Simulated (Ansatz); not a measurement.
```xyz
6

Ga    0.0396   -0.1172    0.0646
H    -0.0805    0.1155    1.6129
O     1.6444   -0.4104   -0.6813
H     1.5848   -0.5528   -1.6450
Cl   -1.6582   -0.1284   -1.2886
H    -0.0697    0.1415    3.4725
```

These are results of Ansatz, UKS PBE/def2-SVP, not measurements.

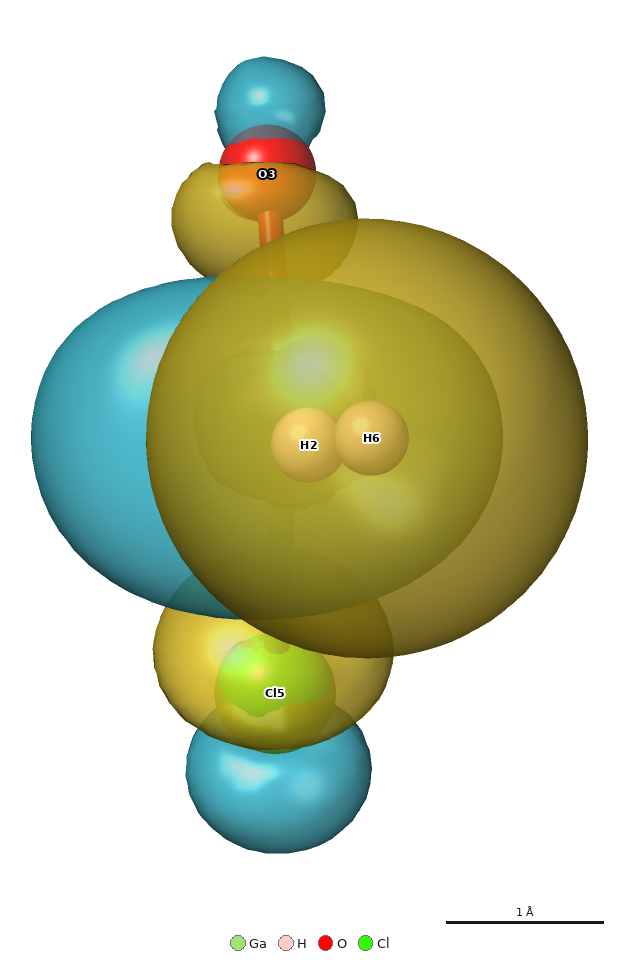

ClGaH2O···H (doublet). One frontier orbital at ±0.1 Å⁻³ᐟ² (yellow and cyan are the two phases), seen at an oblique angle.

Question: Which orbital is it: HOMO (β) or LUMO (β)?

Answer: The LUMO (β), at −2.69 eV. By Hirshfeld shares it lies mainly on H6 (about 55 %), Ga1 (about 20 %), H2 (about 10 %) and Cl5 (about 5 %).
